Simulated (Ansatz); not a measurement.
H₃CCl: several calculations on one system

Part 1: Relaxation

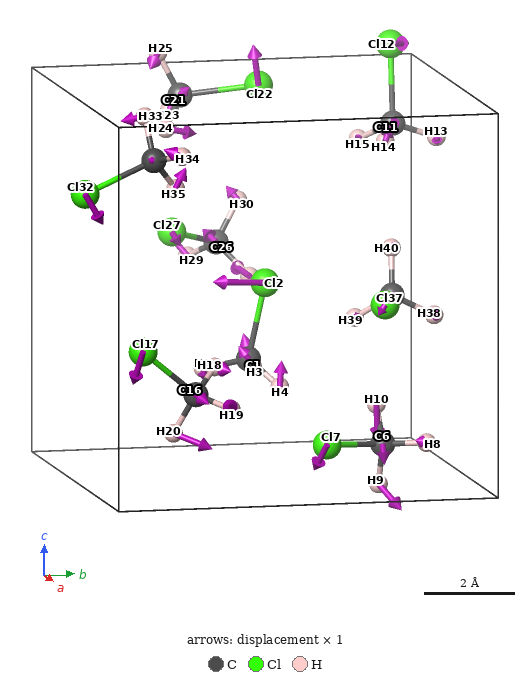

This is a relaxation of an amorphous cell of composition H3CCl. The starting structure is drawn; purple arrows show the displacements, at their true length.

The picture is a ball-and-stick view of the cell of the calculation (origin shifted), seen slightly off an axis.

The cell holds 8 CH3Cl. The run prepares the start of a later molecular dynamics calculation, from a guessed geometry.

Theory: Ansatz, DFT LDA, scalar-relativistic, plane waves, PAW. Set-up: plane-wave cutoff 420 eV; k-point mesh 1 × 1 × 1; occupations fermi dirac; smearing width 0.02 eV; no spin polarisation; atoms relaxed in a fixed cell; force threshold 0.3 eV/Å; at most 15 steps.

Question: What happened in the run?

Answer: Over 10 geometry steps the energy falls by 1.223 eV per cell of the calculation. The largest force component goes from 1.1 to 0.28 eV/Å. The forces were under the threshold at step 6, but the run went on from there. The atom that moves furthest is a Cl atom (1.35 Å along [1 −3 0]). Largest moves by element: Cl 1.35 Å, H 0.98 Å, C 0.52 Å. The cell stays as it was. Some distances before and after: C–H 1.088 → 1.111 Å, C–Cl 1.777 → 1.787 Å.

Part 2: Dynamics

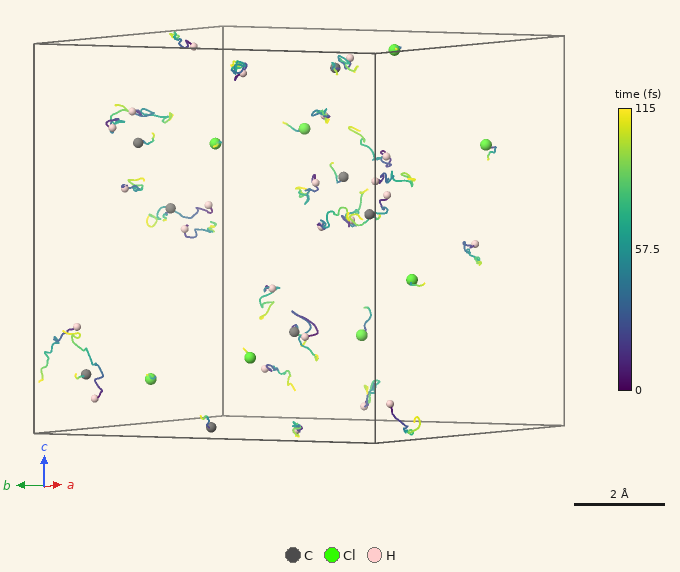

First-principles dynamics of a periodic cell with 8 CH3Cl at 1.012 g/cm³, 115 fs long. Lines trace each atom's path, coloured by time; spheres stand at the starting positions. Seen from a free direction in the simulation cell.

All numbers below come from Ansatz, DFT LDA, scalar-relativistic, plane waves, PAW. Run with plane-wave cutoff 420 eV; k-point mesh 1 × 1 × 1; Fermi-Dirac smearing 0.02 eV; Langevin thermostat (NVT); set temperature 500 K; time step 0.5 fs; friction 0.02 per fs.

**Describe the motion.**

Root-mean-square distances from the starting positions over the second half, with the common drift of all atoms taken out: H 0.83 Å, Cl 0.32 Å, C 0.31 Å. The heavy atoms stay within a fraction of a molecule's size of their starting places, while the hydrogen atoms travel further, as molecules turn; so short a run doesn't tell a liquid from a solid. The mean temperature in the second half is 416 K (standard deviation 29 K). The potential energy in the second half lies on average 38.7 meV per atom above the first frame.

The run took 6.9 min on 1 thread of Intel(R) Xeon(R) Platinum 8488C (Sapphire Rapids) (shared host), peak memory 0.54 GiB.

Part 3: Dynamics

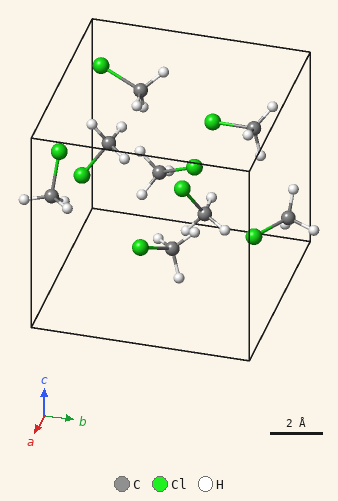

Starting frame of a dynamics run of a periodic cell with 8 CH3Cl at 1.012 g/cm³. It starts from the last geometry of an earlier run, with fresh velocities. Style: ball-and-stick. Shown: the simulation cell, from a free direction.

Method: DFT LDA, scalar-relativistic, plane waves, PAW in Ansatz 0.2.0.

Input file:
```yaml
crystal:
  lattice:
    - [8.717128, 0.0, 0.0]
    - [0.0, 8.717128, 0.0]
    - [0.0, 0.0, 8.717128]
  atoms:
    - { symbol: C, position: [0.00229603, 0.51386874, 0.06078261] }
    - { symbol: Cl, position: [0.08487121, 0.43395318, 0.23241403] }
    - { symbol: H, position: [-0.11862544, 0.5111221, 0.07150222] }
    - { symbol: H, position: [0.05762356, 0.62160346, 0.02839815] }
    - { symbol: H, position: [0.01203713, 0.43129823, -0.03590613] }
    - { symbol: C, position: [0.31360552, 0.8265334, 0.76411051] }
    - { symbol: Cl, position: [0.27169794, 0.62573253, 0.73599697] }
    - { symbol: H, position: [0.43563206, 0.8339487, 0.80688163] }
    - { symbol: H, position: [0.33393154, 0.86265484, 0.63896536] }
    - { symbol: H, position: [0.23252884, 0.88970047, 0.8381846] }
    - { symbol: C, position: [0.71784457, 1.01070285, 0.51748995] }
    - { symbol: Cl, position: [0.63492643, 1.0229556, 0.70229853] }
    - { symbol: H, position: [0.62529918, 1.04367487, 0.43690773] }
    - { symbol: H, position: [0.80456828, 1.10750067, 0.52334038] }
    - { symbol: H, position: [0.75608268, 0.89583208, 0.50260243] }
    - { symbol: C, position: [0.38914845, 0.32772417, 0.92460947] }
    - { symbol: Cl, position: [0.35045453, 0.13523649, 0.99669955] }
    - { symbol: H, position: [0.32729758, 0.4159197, 0.99712375] }
    - { symbol: H, position: [0.5111506, 0.34465735, 0.92263012] }
    - { symbol: H, position: [0.34929446, 0.32847393, 0.811894] }
    - { symbol: C, position: [0.64805505, 0.48676082, 0.68175429] }
    - { symbol: Cl, position: [0.70773137, 0.66376901, 0.77863942] }
    - { symbol: H, position: [0.53289563, 0.49809835, 0.6200303] }
    - { symbol: H, position: [0.73509906, 0.43043405, 0.6094045] }
    - { symbol: H, position: [0.63024992, 0.39266852, 0.76654512] }
    - { symbol: C, position: [0.53624497, 0.51396887, 0.21428884] }
    - { symbol: Cl, position: [0.70427724, 0.41497597, 0.30871501] }
    - { symbol: H, position: [0.58545983, 0.55849753, 0.09761424] }
    - { symbol: H, position: [0.45311387, 0.42652514, 0.19911618] }
    - { symbol: H, position: [0.49908981, 0.60614551, 0.29311341] }
    - { symbol: C, position: [0.31296532, 0.16105391, 0.56861037] }
    - { symbol: Cl, position: [0.34430713, 0.04596656, 0.39779173] }
    - { symbol: H, position: [0.33021822, 0.08777971, 0.66572473] }
    - { symbol: H, position: [0.39485587, 0.25515836, 0.55302242] }
    - { symbol: H, position: [0.19211673, 0.18551467, 0.58219217] }
    - { symbol: C, position: [0.07326023, 0.91720489, 0.15611846] }
    - { symbol: Cl, position: [0.24741989, 0.80798403, 0.14726969] }
    - { symbol: H, position: [-0.01497022, 0.8778833, 0.06005404] }
    - { symbol: H, position: [0.01190238, 0.9231827, 0.26934256] }
    - { symbol: H, position: [0.10012898, 1.04174512, 0.12871481] }
basis:
  ecutwfc: 420.0
kpoints:
  mp_grid: { grid: [1, 1, 1] }
hamiltonian:
  xc: lda
scf:
  occupations: { method: fermi_dirac, width: 0.02 }
  lower_state_search: "off"
md:
  timestep: 0.75
  n_steps: 280
  ensemble: nvt_langevin
  temperature: 500.0
  initial_velocities: maxwell_boltzmann
  seed: 327645
  friction: 0.01
```

Command:
```bash
ansatz run input.yaml --threads 1 --pin off --max-ram 3072MiB --backend cpu --events-out ev --progress --plain --runs-dir out
```

Q: Predict how the run goes.

A: The mean temperature in the second half is 438 K (standard deviation 32 K). The potential energy in the second half lies on average 1.8 meV per atom above the first frame. In the second half of the run the atoms are, in the root-mean-square, this far from where they began (common drift taken out): H 1.14 Å, C 0.70 Å, Cl 0.66 Å. The heavy atoms stay within a fraction of a molecule's size of their starting places, while the hydrogen atoms travel further, as molecules turn; so short a run doesn't tell a liquid from a solid.

Along the run (each row but the first and the last is the mean over the interval that it begins):

```tsv
time (fs)	potential energy (meV/atom)	T (K)
0.0	0.0	488
34.5	4.2	468
69.0	4.6	511
103.5	5.2	457
138.0	-1.1	443
172.5	2.3	417
207.0	-0.8	429
```

The paths of the atoms:

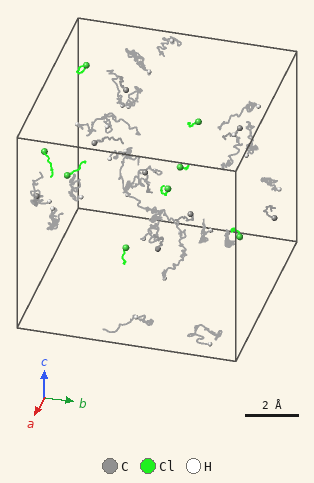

The run took 12 min on 1 thread of Intel(R) Xeon(R) Platinum 8488C (Sapphire Rapids), on a shared host, peak memory 0.56 GiB.
